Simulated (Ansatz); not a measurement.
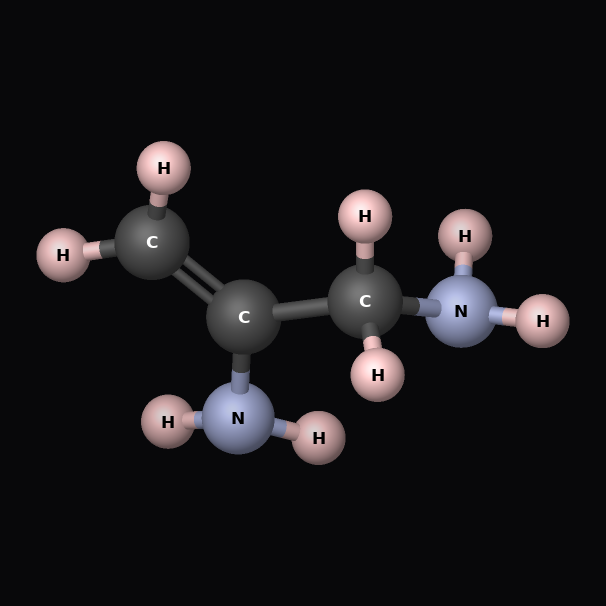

Ball-and-stick drawing of a structure. Multiple sticks mark multiple bonds (one Kekulé form).

Count the atoms of each element.

Answer. C₃H₈N₂, 13 atoms: 3 carbon, 8 hydrogen and 2 nitrogen.

Count the bonded pairs by element.

Answer. 4 C–H, 4 N–H, 2 C–C, 2 C–N.

What is the point group of this geometry?

Answer. C1.

Name functional groups in it.

Answer. Among them: primary amine, alkene.

Give a SMILES string for it.

Answer. C=C(N)CN

The parts below concern this one geometry. Atoms keep their numbers from picture to picture. Computed geometry: PBE0-D4/def2-TZVP optimisation.

### Shape

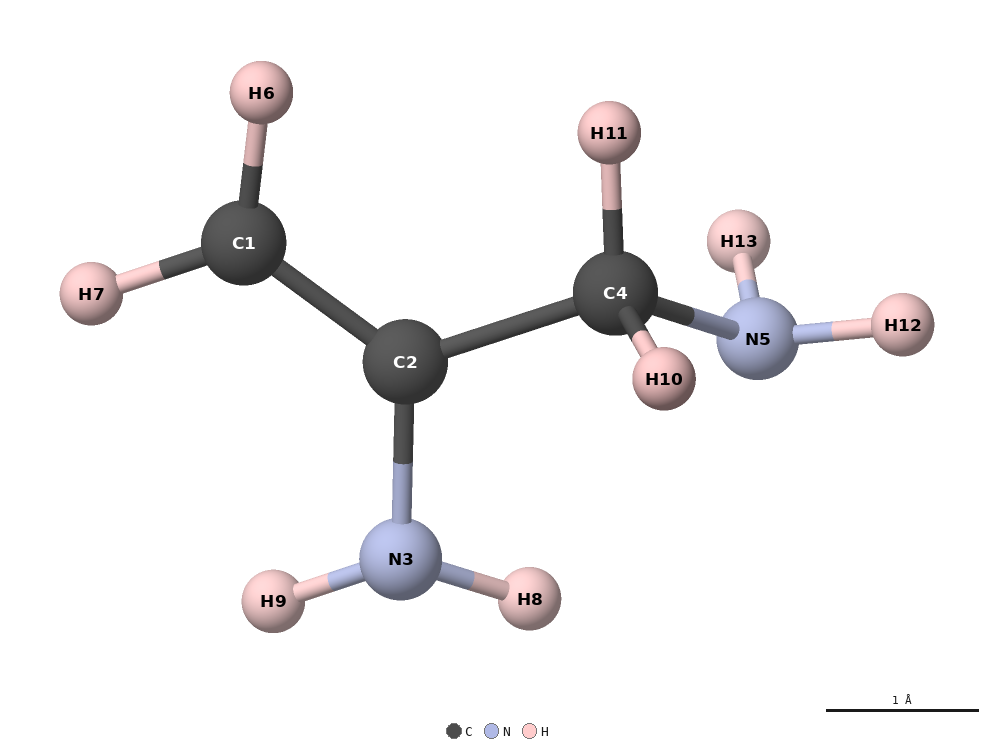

The atoms are numbered.

Which atoms are bonded, and how long are the bonds?

```tsv
bond	length (Å)	order
C1–C2	1.337	double
C1–H6	1.081	single
C1–H7	1.084	single
C2–N3	1.379	single
C2–C4	1.504	single
N3–H8	1.011	single
N3–H9	1.006	single
C4–N5	1.458	single
C4–H10	1.096	single
C4–H11	1.096	single
N5–H12	1.011	single
N5–H13	1.013	single
```

### Charges

The questions are on Mulliken charges. Level of theory: RKS PBE0-D4/def2-TZVP (Ansatz 0.2.0).

Which atom carries the highest charge (most positive or least negative)?

Answer. H8 (0.25 e).

And the lowest?

Answer. N5 (−0.54 e).

Give the Mulliken charges atom by atom.

```csv
atom,value (e)
C1,−0.39
C2,0.13
N3,−0.45
C4,−0.12
N5,−0.54
H6,0.12
H7,0.11
H8,0.25
H9,0.23
H10,0.12
H11,0.11
H12,0.23
H13,0.22
```

### Electronic properties

Properties computed with RKS r2SCANh-D4/def2-TZVPP (Ansatz 0.2.0).

Give the HOMO energy (Kohn–Sham orbital) at this level.

Answer. −5.29 eV.

Give the dispersion correction at this level.

Answer. −6.1 kJ/mol.

Estimate the HOMO–LUMO gap.

Answer. 5.85 eV.

### Vibrations

Harmonic vibrations computed with RKS PBE0-D4/def2-TZVP (Ansatz 0.2.0) at a stationary point of the same level.

How many vibrational modes are there, and where do they lie?

Answer. 33 modes: 119, 267, 305, 420, 453, 466, 627, 658, 729, 809, 826, 871, 977, 1001, 1091, 1150, 1175, 1311, 1372, 1421, 1448, 1484, 1631, 1655, 1728, 3026, 3071, 3168, 3260, 3532, 3559, 3620, 3679 cm⁻¹.

Mulliken values depend strongly on the basis set and can even reverse the polarity of a bond.
